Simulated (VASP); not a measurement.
Shape and ions are relaxed at each volume.

Energy against volume of Tm (hcp). Method: optB88-vdW, VASP's PBE PAW potentials (set 64) (plane waves; VASP).

The 4f electrons are frozen in the core of the lanthanide potential, so 4f levels, which can set the real gap, and their magnetism are missing.

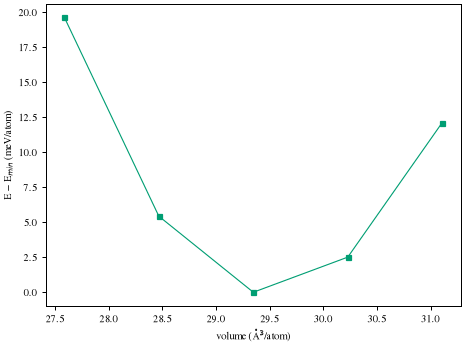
Figure: Energy against volume

Q: Estimate the equilibrium volume and the bulk modulus.

A: The minimum lies near 29.5 Å³/atom, and the curvature gives B0 of about 47 GPa.

Measured: bulk modulus 44.5 GPa (computed value off by +6.4 %), as given by Wikipedia, Thulium (infobox). The calculation is for a static lattice, while the measured bulk modulus holds thermal and zero-point effects, which are part of the difference.

The compound is Tm in the hcp structure. It was relaxed first.
